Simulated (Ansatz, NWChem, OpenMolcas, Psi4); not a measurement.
Computed against measured: atomisation enthalpy at 298 K

6 molecules with oxygen; the atomisation enthalpy at 298 K in kJ/mol, computed less measured. Shapes, held fixed at every level: PBE0-D4/def2-TZVP. Flexible molecules stand in one conformer, not always the lowest. Thermal terms are harmonic and unscaled (PBE0-D4/def2-TZVP); the spin-orbit lowering of the free atoms is taken from their spectra. Programs: Ansatz 0.2.0, NWChem 7.3.0, OpenMolcas 26.06, Psi4 1.11. A level may come from different programs for different species; with the same settings they agree closely. Measured values: Active Thermochemical Tables, CRC Handbook of Chemistry and Physics, NIST-JANAF tables.

Levels: A = HF/3-21G; B = HF/def2-TZVPP; C = PBE0-D4/def2-TZVPP; D = wB97M-V/def2-TZVPP.

```tsv
molecule	from tabulated heats	A	B	C	D
NOF (nitrosyl fluoride)	867	-909	-640	+21	+28
B(BO)O	2095	-763	-632	0	+10
CH3O (hydroxymethyl radical)	1636	-642	-505	+5	+3
C2H3O (SMILES C[C]=O)	2347	-879	-696	+21	+6
C2H5O (SMILES CC[O])	2784	-888	-753	+26	+15
C3H3NO (oxazole)	3542	-1516	-1206	+54	+17
```

Task: Sum up the errors.

Result: 
```csv
level,kind,mean error,mean absolute error,worst case
HF/3-21G,Hartree–Fock,-932.8,932.8,C3H3NO
HF/def2-TZVPP,Hartree–Fock,-738.7,738.7,C3H3NO
PBE0-D4/def2-TZVPP,global hybrid,+21.2,21.2,C3H3NO
wB97M-V/def2-TZVPP,range-separated hybrid,+13.2,13.2,NOF
```

On this set wB97M-V/def2-TZVPP has the smallest mean absolute error and HF/3-21G the largest. HF/3-21G is too low in 6 of 6; HF/def2-TZVPP is too low in 6 of 6; PBE0-D4/def2-TZVPP is too high in 5 of 6; wB97M-V/def2-TZVPP is too high in 6 of 6. Heats of the atoms come from ATcT where it has them, that of boron, 570 kJ/mol, from recent work. The levels differ in basis as well as in method. The tabulated values of NOF, B(BO)O are in doubt (older tables, estimates, or at odds with other calculations) and kept here. Over the 4 molecules whose values aren't doubted the mean absolute errors are A 981.2; B 790.0; C 26.5; D 10.2. For HF/def2-TZVPP the error tends to grow with the atomisation enthalpy. Where a negative error exceeds the measured value, the molecule comes out unbound. Hartree–Fock lacks correlation and underbinds. Open shells run unrestricted. The set is small.

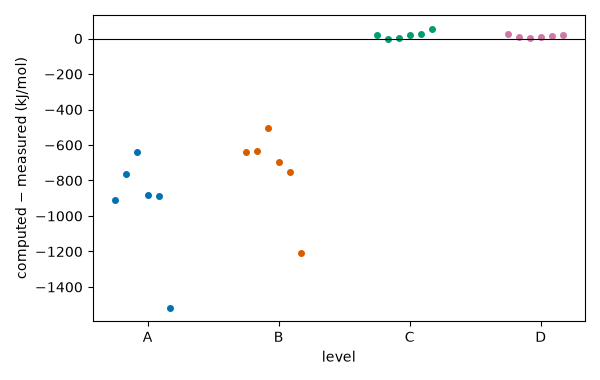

Errors of each level, one point a molecule.
